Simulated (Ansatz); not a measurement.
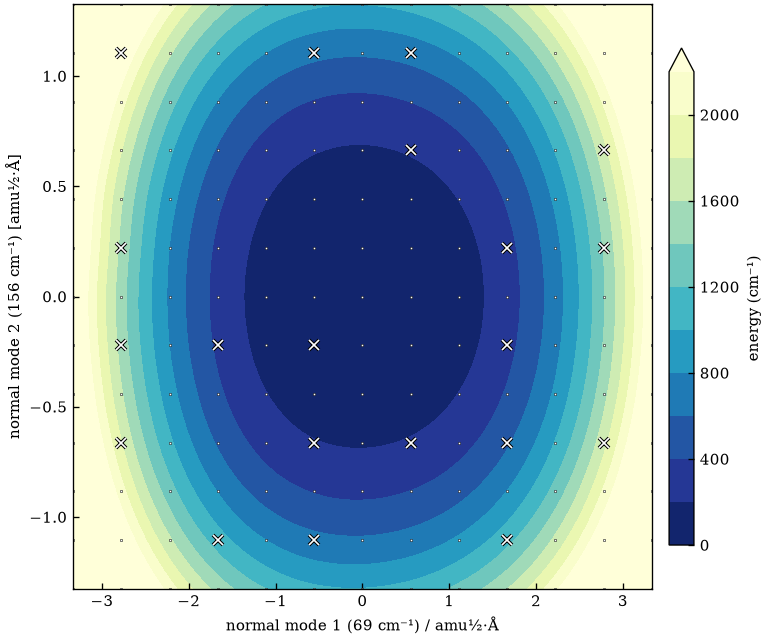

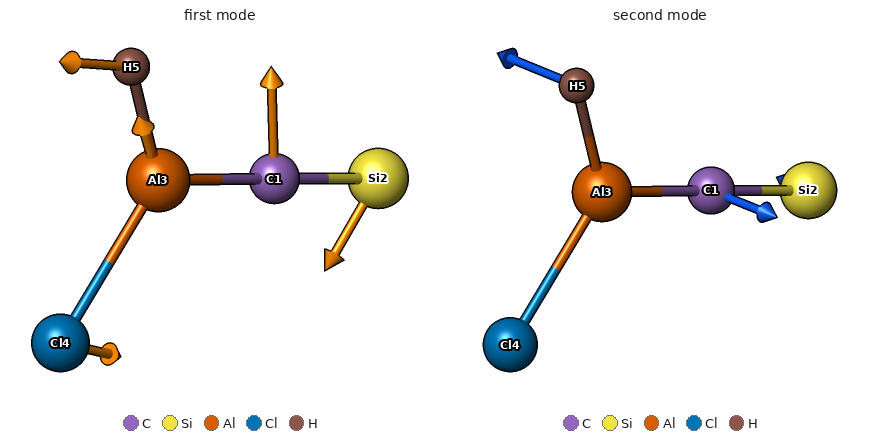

Energy landscape of CHAlClSi, spin multiplicity 2. Coordinates scanned: (1) normal mode 1 (69 cm⁻¹); (2) normal mode 2 (156 cm⁻¹). Nothing is relaxed (straight displacements along the two mass-weighted modes). The scan uses a 13 × 13 grid; 134 points were computed and 15 follow by symmetry. At 20 points there is no value. Energies are in cm⁻¹, from the lowest grid point. In part of the range the unrestricted reference is strongly spin-contaminated. Method: Ansatz 0.2.0, UHF/def2-SVP.

In the figure: filled contours, crosses at grid points without a value, dots at the grid points, one colour for all values above the top of the scale. Between grid points the surface is interpolated. The second picture is the structure at the lowest point

Q: Summarise what can be read from the map.

A: The lowest grid point is at normal mode 1 (69 cm⁻¹) = 0.00 amu½·Å, normal mode 2 (156 cm⁻¹) = 0.000 amu½·Å. No other kind of well shows on this grid. The highest grid point, normal mode 1 (69 cm⁻¹) = −3.33 amu½·Å, normal mode 2 (156 cm⁻¹) = −1.326 amu½·Å, lies 4248 cm⁻¹ above the lowest.

The input of one point:

```yaml
crystal:
  periodic: [false, false, false]
  atoms:
    - { symbol: C, position_ang: [0.623466, -0.657593, 0.762479] }
    - { symbol: Si, position_ang: [1.384682, -1.716576, 1.869529] }
    - { symbol: Al, position_ang: [-0.239757, 0.514852, -0.472534] }
    - { symbol: Cl, position_ang: [-2.19209, 0.04077, -1.129359] }
    - { symbol: H, position_ang: [0.423699, 1.818537, -1.030114] }
magnetization:
  spin_polarized: true
  initial_magnetization: 1
basis:
  gaussian: { orbitals: def2-SVP }
hamiltonian:
  xc: hf
output:
  forces: true
```

The whole map (134 points run) took 14 min on 1 thread of AMD EPYC 9R14 (Zen 4), with other jobs on the host.
